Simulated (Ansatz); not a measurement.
# B2PLYP/def2-SVPD run of BH2ClO (SMILES OBCl)

What is the energy change on altering one bond length of BH2ClO at B2PLYP/def2-SVPD? 

The results are computed with Ansatz 0.2.0.

64 further runs of the same task are left out: 64 set aside as unsound or not needed.

**1. The system as given**

BH2ClO: 5 atoms, total charge 0, spin state singlet. As SMILES, `OBCl`. Geometry: relaxed at PBE0-D4/def2-TZVP. This is one conformer, not always the lowest.

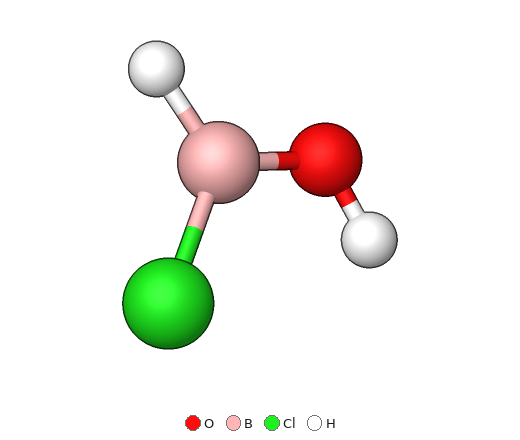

Viewed from a chosen angle; oxygen red, boron pink, chlorine green, hydrogen white.

**2. The energy at B2PLYP/def2-SVPD**

Input file run.yaml:

```yaml
basis:
  gaussian: {orbitals: def2-SVPD}
crystal:
  periodic: [false, false, false]
  atoms:
    - {symbol: O, position_ang: [-0.863300, -0.618600, -0.002900]}
    - {symbol: B, position_ang: [0.379000, -0.137200, 0.137900]}
    - {symbol: Cl, position_ang: [0.788600, 1.496000, -0.395300]}
    - {symbol: H, position_ang: [-1.477700, 0.001200, -0.409700]}
    - {symbol: H, position_ang: [1.223300, -0.815100, 0.628600]}
hamiltonian: {xc: {name: B2PLYP}}
correlation: {frozen_orbitals: {B: 1, Cl: 5, H: 0, O: 1}}
accuracy: high
output: {orbitals: {seedname: orbitals}}
```

Run with:

```sh
$ ansatz run run.yaml --threads 1 --pin off --max-ram 3480MiB --events-out events.jsonl --progress --plain --runs-dir runs
```

Standard output:

```text
Warning: RAYON_NUM_THREADS=1 ignored (pool sized by the plan → 1); use --threads N
Functional definition: B2PLYP
  name "B2PLYP"
  parameter a = 0.53
  parameter c = 0.27
  exchange = (1 - a)*b88_x + a*exact_x
  correlation = (1 - c)*lyp_c + c*(mp2_os + mp2_ss)
1663 factors; integrals over basis functions are off by at most 3.7e-9 eV
mean field evaluation 1: about -15262.4827 eV, gradient 3.9e1 eV
mean field evaluation 2: about -15262.4842 eV, gradient 3.9e1 eV
mean field evaluation 4: about -15265.1505 eV, gradient 2.7e0 eV
mean field evaluation 8: about -15265.1677 eV, gradient 3.4e-2 eV
mean field evaluation 16: about -15265.1677 eV, gradient 3.2e-6 eV
mean field -15265.16772274 eV, -560.9845667084 hartree, gradient 2.9e-8 eV, S^2 0.000000; 0 other end points of the search recorded, 0 dependent functions left out
7 core orbitals not correlated: weight in the atoms' cores, before any rotation towards them, 1.000 or more for the frozen orbitals, at most 0.000 for the correlated occupied ones
reference -15265.16774463 eV, -560.9845675127 hartree; 9, 9 occupied and 70, 70 virtual orbitals, 1663 factors
second order -14.25684544 eV of doubles, -0.00000000 eV of singles
Total energy: -15269.01709289 eV, -561.1260284524 hartree
```

Wall time 5.7 s (1 thread of Arm Neoverse V2, shared host); peak memory 0.23 GiB.

**3. The distorted shape at the same level**

Input file job.yaml:

```yaml
crystal:
  periodic: [false, false, false]
  atoms:
    - {symbol: O, position_ang: [-1.285480, -0.279626, -0.248268]}
    - {symbol: B, position_ang: [-0.043180, 0.201774, -0.107468]}
    - {symbol: Cl, position_ang: [0.366420, 1.834974, -0.640668]}
    - {symbol: H, position_ang: [-1.899880, 0.340174, -0.655068]}
    - {symbol: H, position_ang: [1.223300, -0.815100, 0.628600]}
basis:
  gaussian: {orbitals: def2-SVPD}
output: {orbitals: {seedname: orbitals}}
hamiltonian: {xc: {name: B2PLYP}}
accuracy: high
correlation: {frozen_orbitals: {B: 1, Cl: 5, H: 0, O: 1}}
```

Run with:

```sh
$ ansatz run job.yaml --threads 1 --pin off --max-ram 3480MiB --events-out events.jsonl --progress --plain --runs-dir runs
```

Standard output, shortened:

```text
Warning: RAYON_NUM_THREADS=1 ignored (pool sized by the plan → 1); use --threads N
Functional definition: B2PLYP
  name "B2PLYP"
[...]
1682 factors; integrals over basis functions are off by at most 3.9e-9 eV
[...]
mean field -15263.19086573 eV, -560.9119185531 hartree, gradient 3.4e-8 eV, S^2 0.000000; 0 other end points of the search recorded, 0 dependent functions left out
7 core orbitals not correlated: weight in the atoms' cores, before any rotation towards them, 1.000 or more for the frozen orbitals, at most 0.000 for the correlated occupied ones
reference -15263.19088803 eV, -560.9119193728 hartree; 9, 9 occupied and 70, 70 virtual orbitals, 1682 factors
second order -14.54289268 eV of doubles, -0.00000000 eV of singles
Total energy: -15267.11746905 eV, -561.0562185638 hartree
```

Run time: 5.7 s. Hardware: 1 thread of Arm Neoverse V2, shared host; peak memory 0.23 GiB.

**4. Summary of results**

Level: B2PLYP/def2-SVPD, 7 core orbitals frozen.

```
                                                         quantity          value
                                        first shape: total energy  -561.12603 Eh
                   first shape: HOMO energy (SCF part's orbitals)      -10.49 eV
                   first shape: LUMO energy (SCF part's orbitals)        0.73 eV
                 first shape: HOMO–LUMO gap (SCF part's orbitals)       11.23 eV
                                    distorted shape: total energy  -561.05622 Eh
               distorted shape: HOMO energy (SCF part's orbitals)       -9.50 eV
               distorted shape: LUMO energy (SCF part's orbitals)        0.52 eV
             distorted shape: HOMO–LUMO gap (SCF part's orbitals)       10.01 eV
energy change with the B2–H5 bond stretched from 1.189 to 1.783 Å       1.900 eV
```

In words: With the B2–H5 bond stretched from 1.189 to 1.783 Å the energy rises by 1.90 eV (44 kcal/mol). The first shape isn't relaxed at this level, so the change isn't measured from a minimum.
